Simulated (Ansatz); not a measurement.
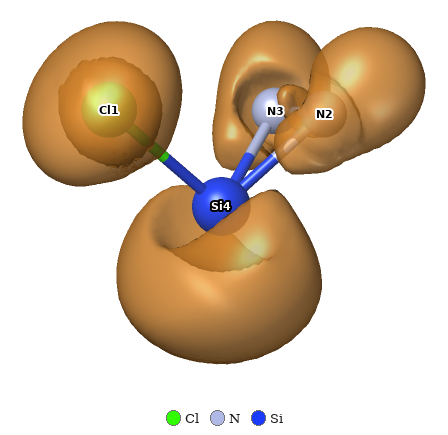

*ClN$_{2}$Si (SMILES Cl[Si]1=N[N-]1) (charge −1). Isosurface of the ELF at 0.8 (orange), seen at a tilt. Only the valence region is drawn (cores and ρ < 0.01 e/Å³ removed).*

Geometry: B3LYP-D3(BJ)/def2-SVPD.

Computed with Ansatz 0.2.0, isolated molecule in a Gaussian basis; Kohn-Sham density functional theory, functional PBE0.

Input file:

```
crystal:
  periodic: [false, false, false]
  atoms:
    - {symbol: Cl, position_ang: [-0.429777, 1.557235, 0.557126]}
    - {symbol: N, position_ang: [0.471938, -1.503616, 0.149664]}
    - {symbol: "N", position_ang: [0.713230, -1.039192, -0.957707]}
    - {symbol: Si, position_ang: [-1.030861, -0.462017, -0.418282]}
basis:
  gaussian:
    orbitals: def2-TZVPD
total_charge: -1
magnetization:
  spin_polarized: false
hamiltonian:
  xc: pbe0
output: {forces: true, orbitals: {seedname: orbitals}}
```

Launched as:

```sh
ansatz run input.yaml --threads 1 --pin off --max-ram 2610MiB --events-out events.jsonl --progress --plain --runs-dir runs
```

> Describe the localisation domains.

The ELF exceeds this value in one region between bonded N–N atoms (shared pairs), two lobes on N, pointing away from the bonds (lone pairs), one lobe on Si, pointing away from the bonds (lone pairs) and one region wrapped around Cl (its lone pairs, merged into a ring or cap).

Values along the shortest contacts:
N–N (1.22 Å): the ELF peaks at about 0.85 between the atoms: a multiple bond. Si–N (1.91 Å): the ELF peaks at about 0.80 in the valence shell of N, 0.6 Å from its nucleus, and is about 0.55 at the midpoint.
